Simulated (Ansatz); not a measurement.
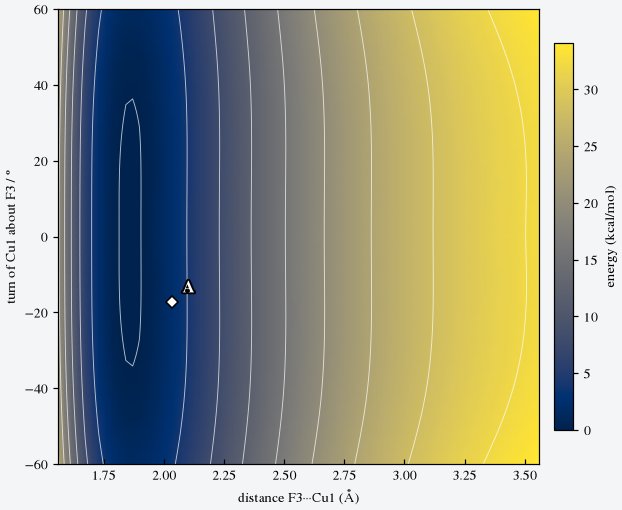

CuFH₃Si, charge +1. The turn is about an axis along (−0.99, −0.17, −0.03) in the frame of the relaxed pair, normal to the line between the partners. First axis: distance F3···Cu1. Second axis: turn of Cu1 about F3. The grid has 15 × 15 points. All energies are given in kcal/mol relative to the lowest grid point. Computed with RKS SPW92 (LDA)/def2-TZVPD in Ansatz 0.2.0.

In the figure: a smooth colour map with a few white contour lines, the point A. Between grid points the surface is interpolated.

Is A at rest? If not, where is it pushed?

A, at distance F3···Cu1 = 2.033 Å, turn of Cu1 about F3 = −17.1°, is not a stationary point. The computed force is 25 kcal/mol for each Å towards smaller values of distance F3···Cu1 and nearly zero along turn of Cu1 about F3.
